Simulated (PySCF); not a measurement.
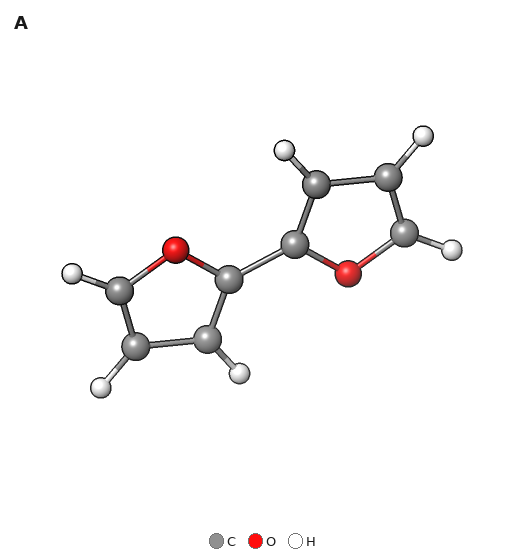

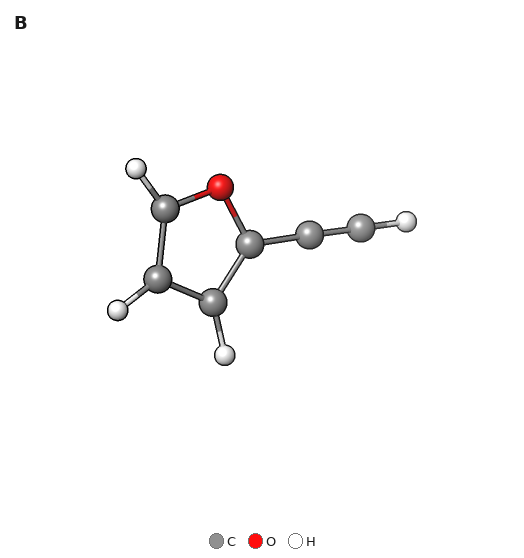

Two related species, optimised with PBE0-D3(BJ)/def2-SVP; properties computed with PySCF 2.14.0. Both: charge 0, singlet.

What are A and B?

A is C8H6O2 (c1coc(-c2ccco2)c1), B is C6H4O (C#Cc1ccco1).

Compare them. With CAM-B3LYP/def2-SVPD: HOMO–LUMO gap (eV), HOMO energy (Kohn–Sham orbital) (eV), lowest vertical singlet excitation (eV), mean static polarisability (bohr³).

```tsv
quantity	A	B
HOMO–LUMO gap (eV)	7.16	7.91
HOMO energy (Kohn–Sham orbital) (eV)	−6.99	−7.72
lowest vertical singlet excitation (eV)	4.64	5.19
mean static polarisability (bohr³)	102.8	74.1
```

Each is one conformer, and no frequency run is at hand to confirm it as a minimum.
